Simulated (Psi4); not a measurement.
# quartet SiNH4O: levels of theory compared

Aim: a comparison of 3 runs (UB3LYP/6-311+G**, UM06-L/6-311+G**, UPBE0/6-311+G**) of quartet SiNH4O. 

Program for the calculation: Psi4 1.11.

4 further runs of the same task are left out: 2 that didn't finish, 2 set aside as unsound or not needed. Runs told in other sessions of the task aren't counted.

## (1) The system as given

The species is SiNH4O (7 atoms), meant as a quartet with charge 0. As SMILES of the parent species, `N[SiH]O`. The shape is that of a PBE0-D4/def2-TZVP optimisation. This is one conformer, not always the lowest. That shape belongs to the parent species and isn't relaxed for this state.

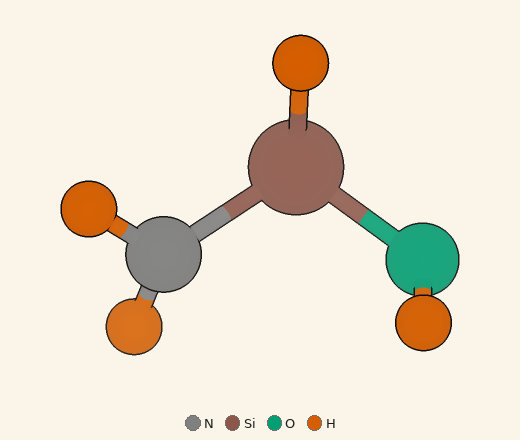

The structure, seen from a chosen angle (nitrogen grey, silicon brown, oxygen teal, hydrogen orange).

## (2) A single-point energy at UB3LYP/6-311+G(d,p) (run 1)

File h4nosi.py:

```python
import psi4

psi4.set_memory('2200 MB')
psi4.set_num_threads(1)
psi4.core.set_output_file('psi4.out', False)

molecule = psi4.geometry("""
0 4
N     -0.694900     0.548300    -0.575200
Si     0.293100     0.159000     0.781300
O      1.622900    -0.672400     0.270300
H     -0.355900     1.168100    -1.294800
H     -1.685800     0.673200    -0.432900
H     -0.599100    -0.661900     1.664700
H      1.480900    -1.282400    -0.459000
symmetry c1
no_reorient
no_com
""")

psi4.set_options({
    'basis': '6-311+G**',
    'reference': 'uks',
    'puream': True,
    'e_convergence': 1e-09,
    'd_convergence': 1e-08,
    'scf_type': 'pk',
    'dft_radial_points': 99,
    'dft_spherical_points': 590,
    'maxiter': 100,
})

energy_value, wavefunction = psi4.energy('b3lyp', molecule=molecule, return_wfn=True)
print(f'b3lyp energy: {energy_value:.10f} Eh')
```

Run with:

```
python h4nosi.py
```

psi4.out:

```text
[...]
  Running in c1 symmetry.
[...]
  Nuclear repulsion =  111.033668793337768
[...]
  Multiplicity = 4
[...]
  Nalpha       = 18
  Nbeta        = 15
[...]
    Number of basis functions: 98
[...]
   @UKS iter   1:  -421.20971662929287    1.82350e-01   1.12605e-02 DIIS/ADIIS
[...]
   @UKS iter  20:  -421.73157920333199   -1.08571e-11   5.81698e-09 DIIS
[...]
   @S^2 Observed:                3.754312590E+00
[...]
    Orbital Energies [Eh]
    ---------------------
    Alpha Occupied:
       1A    -66.183261     2A    -19.174900     3A    -14.463996
       4A     -5.354138     5A     -3.714441     6A     -3.713396
       7A     -3.709906     8A     -1.060602     9A     -1.009101
      10A     -0.635656    11A     -0.621721    12A     -0.570233
      13A     -0.486062    14A     -0.458038    15A     -0.414742
      16A     -0.383239    17A     -0.254650    18A     -0.093058
    Alpha Virtual:
      19A     -0.037701    20A     -0.005866    21A      0.009821
      22A      0.023200    23A      0.027298    24A      0.056425
      25A      0.065625    26A      0.079098    27A      0.080914
[...]
  @UKS Final Energy:  -421.73157920333199
   => Energetics <=
    Nuclear Repulsion Energy =            111.0336687933377675
    One-Electron Energy =                -800.1181435491014327
    Two-Electron Energy =                 297.9416802539979017
    DFT Exchange-Correlation Energy =     -30.5887847015661620
    Empirical Dispersion Energy =           0.0000000000000000
    VV10 Nonlocal Energy =                  0.0000000000000000
    Total Energy =                       -421.7315792033319894
  UHF NO Occupations:
  HONO-2 :   16  A 1.0000000
  HONO-1 :   17  A 1.0000000
[...]
 Multipole Moments:
 ------------------------------------------------------------------------------------
     Multipole            Electronic (a.u.)      Nuclear  (a.u.)        Total (a.u.)
 ------------------------------------------------------------------------------------
 L = 1.  Multiply by 2.5417464519 to convert [e a0] to [Debye]
 Dipole X            :        -21.0485872           20.9049063           -0.1436809
 Dipole Y            :         -1.3644971            1.0996316           -0.2648655
 Dipole Z            :        -16.0815281           16.1613158            0.0797877
 Magnitude           :                                                    0.3117114
[...]
```

The script printed:

```text
b3lyp energy: -421.7315792033 Eh
```

Wall time 28 s (1 thread of Intel Xeon 6975P-C (Granite Rapids), shared host); peak memory 0.85 GiB.

## (3) Energy and gradient at UM06-L/6-311+G(d,p) (run 2)

File input.dat:

```
memory 2200 mb

molecule {
  0 4
  N
  Si 1 1.722728
  O 2 1.649459 1 109.41018
  H 1 1.008413 2 120.53013 3 -64.39333
  H 1 1.008827 4 110.77865 2 145.09283
  H 2 1.500098 3 112.71261 1 115.50188
  H 3 0.961323 2 115.83471 6 79.12854
  symmetry c1
  no_reorient
  no_com
}

set {
  reference            uks
  puream               true
  e_convergence        1e-09
  d_convergence        1e-08
  scf_type             pk
  dft_radial_points    99
  dft_spherical_points 590
  maxiter              100
}

e_tot, wfn = gradient("m06-l/6-311+G**", return_wfn=True)
oeprop(wfn, "LOWDIN_CHARGES", "WIBERG_LOWDIN_INDICES", "MAYER_INDICES")
```

Run with:

```
psi4 input.dat output.dat -n 1
```

output.dat:

```text
[...]
  Running in c1 symmetry.
[...]
  Nuclear repulsion =  111.033663723902194
[...]
  Multiplicity = 4
[...]
  Nalpha       = 18
  Nbeta        = 15
[...]
    Number of basis functions: 98
[...]
   @UKS iter   1:  -421.17274850358228    1.56346e-01   1.09431e-02 ADIIS/DIIS
[...]
   @UKS iter  23:  -421.66532142128460   -4.20641e-12   8.14552e-09 DIIS
[...]
   @S^2 Observed:                3.757479180E+00
[...]
  @UKS Final Energy:  -421.66532142128460
   => Energetics <=
    Nuclear Repulsion Energy =            111.0336637239021940
    One-Electron Energy =                -800.1684381438903984
    Two-Electron Energy =                 305.3345795821503543
    DFT Exchange-Correlation Energy =     -37.8651265834468020
    Empirical Dispersion Energy =           0.0000000000000000
    VV10 Nonlocal Energy =                  0.0000000000000000
    Total Energy =                       -421.6653214212846024
  UHF NO Occupations:
  HONO-2 :   16  A 1.0000000
  HONO-1 :   17  A 1.0000000
[...]
 Multipole Moments:
 ------------------------------------------------------------------------------------
     Multipole            Electronic (a.u.)      Nuclear  (a.u.)        Total (a.u.)
 ------------------------------------------------------------------------------------
 L = 1.  Multiply by 2.5417464519 to convert [e a0] to [Debye]
 Dipole X            :          0.7940046           -1.2071784           -0.4131738
 Dipole Y            :         -1.0045912            0.6099995           -0.3945916
 Dipole Z            :          2.7819226           -2.5995815            0.1823411
 Magnitude           :                                                    0.5997194
[...]
  -Total Gradient:
     Atom            X                  Y                   Z
    ------   -----------------  -----------------  -----------------
       1        0.002387660537     0.003279346314     0.025662035061
       2        0.000666594581    -0.007865454292    -0.079394845810
       3        0.009476996061     0.004088163887     0.004343478148
       4       -0.029444226719     0.018296228015     0.023078656163
       5        0.026443689712    -0.024872289231     0.026645693918
       6       -0.006294464130     0.001499268762     0.001873427099
       7       -0.003215859722     0.005629484642    -0.001985919570
[...]
```

It took 62 s on 1 thread of Intel Xeon 6975P-C (Granite Rapids), shared host; peak memory 1.1 GiB.

## (4) A single-point energy at UPBE0/6-311+G(d,p) (run 3)

File job.py:

```python
import psi4

psi4.set_memory(2200000000)
psi4.set_num_threads(1)
psi4.core.set_output_file('run.log', False)

mol = psi4.geometry("""
0 4
N
Si 1 1.722728
O 2 1.649459 1 109.41018
H 1 1.008413 2 120.53013 3 -64.39333
H 1 1.008827 4 110.77865 2 145.09283
H 2 1.500098 3 112.71261 1 115.50188
H 3 0.961323 2 115.83471 6 79.12854
symmetry c1
no_reorient
no_com
""")

options = {'reference': 'uks', 'puream': True, 'e_convergence': 1e-09, 'd_convergence': 1e-08, 'scf_type': 'pk', 'dft_radial_points': 99, 'dft_spherical_points': 590, 'maxiter': 100}
psi4.set_options(options)

result, w = psi4.energy('pbe0/6-311+G**', return_wfn=True)
print(f'pbe0/6-311+G** energy: {result:.10f} Eh')
for k, v in sorted(psi4.core.scalar_variables().items()):
    print(f'{k:45s} {v:18.10f}')
```

Run with:

```
python job.py
```

run.log:

```text
[...]
  Running in c1 symmetry.
[...]
  Nuclear repulsion =  111.033663723902194
[...]
  Multiplicity = 4
[...]
  Nalpha       = 18
  Nbeta        = 15
[...]
    Number of basis functions: 98
[...]
   @UKS iter   1:  -420.99423637315994    9.01592e-02   1.02144e-02 DIIS/ADIIS
[...]
   @UKS iter  33:  -421.43887307035556   -8.92442e-12   7.42963e-09 DIIS
[...]
   @S^2 Observed:                3.754311015E+00
[...]
    Orbital Energies [Eh]
    ---------------------
    Alpha Occupied:
       1A    -66.322793     2A    -19.248769     3A    -14.535884
       4A     -5.407764     5A     -3.744321     6A     -3.742869
       7A     -3.739150     8A     -1.082165     9A     -1.038704
      10A     -0.651722    11A     -0.638314    12A     -0.582023
      13A     -0.509252    14A     -0.466477    15A     -0.423155
      16A     -0.390305    17A     -0.265490    18A     -0.098029
    Alpha Virtual:
      19A     -0.032382    20A     -0.001917    21A      0.012327
      22A      0.026366    23A      0.031203    24A      0.062004
      25A      0.069028    26A      0.083374    27A      0.086698
[...]
  @UKS Final Energy:  -421.43887307035556
   => Energetics <=
    Nuclear Repulsion Energy =            111.0336637239021940
    One-Electron Energy =                -800.0708448872204599
    Two-Electron Energy =                 296.0586428956744385
    DFT Exchange-Correlation Energy =     -28.4603348027117491
    Empirical Dispersion Energy =           0.0000000000000000
    VV10 Nonlocal Energy =                  0.0000000000000000
    Total Energy =                       -421.4388730703555552
  UHF NO Occupations:
  HONO-2 :   16  A 1.0000000
  HONO-1 :   17  A 1.0000000
[...]
 Multipole Moments:
 ------------------------------------------------------------------------------------
     Multipole            Electronic (a.u.)      Nuclear  (a.u.)        Total (a.u.)
 ------------------------------------------------------------------------------------
 L = 1.  Multiply by 2.5417464519 to convert [e a0] to [Debye]
 Dipole X            :          0.8396627           -1.2071784           -0.3675157
 Dipole Y            :         -0.6810142            0.6099995           -0.0710147
 Dipole Z            :          2.6030132           -2.5995815            0.0034317
 Magnitude           :                                                    0.3743296
[...]
```

On the terminal:

```text
pbe0/6-311+G** energy: -421.4388730704 Eh
CURRENT ENERGY                                   -421.4388730704
CURRENT REFERENCE ENERGY                         -421.4388730704
DD SOLVATION ENERGY                                 0.0000000000
DFT FUNCTIONAL TOTAL ENERGY                      -421.4388730704
DFT TOTAL ENERGY                                 -421.4388730704
DFT VV10 ENERGY                                     0.0000000000
DFT XC ENERGY                                     -28.4603348027
GRID ELECTRONS ALPHA                               17.9999985868
GRID ELECTRONS BETA                                15.0000001201
GRID ELECTRONS TOTAL                               32.9999987068
NUCLEAR REPULSION ENERGY                          111.0336637239
ONE-ELECTRON ENERGY                              -800.0708448872
PCM POLARIZATION ENERGY                             0.0000000000
PE ENERGY                                           0.0000000000
SCF ITERATION ENERGY                             -421.4388730704
SCF ITERATIONS                                     33.0000000000
SCF TOTAL ENERGY                                 -421.4388730704
TWO-ELECTRON ENERGY                               296.0586428957
XC GRID RADIAL POINTS                              99.0000000000
XC GRID SPHERICAL POINTS                          590.0000000000
XC GRID TOTAL POINTS                           393762.0000000000
```

Run time: 41 s. Hardware: 1 thread of Intel Xeon 6975P-C (Granite Rapids), shared host; peak memory 0.84 GiB.

## (5) Overview of the runs

| run | level | task | properties | energy (Eh) | dipole moment (D) | HOMO energy (eV) | ⟨S²⟩ | wall time |
| --- | --- | --- | --- | --- | --- | --- | --- | --- |
| 1 | UB3LYP/6-311+G** | energy | – | -421.731579 | 0.79 | -2.53 | 3.754 | 28 s |
| 2 | UM06-L/6-311+G** | gradient | (lowdin, wiberg, mayer) | -421.665321 | 1.52 | -1.91 | 3.757 | 62 s |
| 3 | UPBE0/6-311+G** | energy | – | -421.438873 | 0.95 | -2.67 | 3.754 | 41 s |

## (6) Summary of results

| quantity | value |
| --- | --- |
| run 3: total energy | -421.43887 Eh |
| run 3: dipole moment | 0.95 D |
| run 3: HOMO energy (highest over α and β) | -2.67 eV |
| run 3: ⟨S²⟩ | 3.754 |

**Reading.** The dipole moment (its size) runs from 0.79 D (UB3LYP/6-311+G**) to 1.52 D (UM06-L/6-311+G**). Totals of different functionals can't be ranked against each other. All runs together took 2.2 min, the longest 62 s.
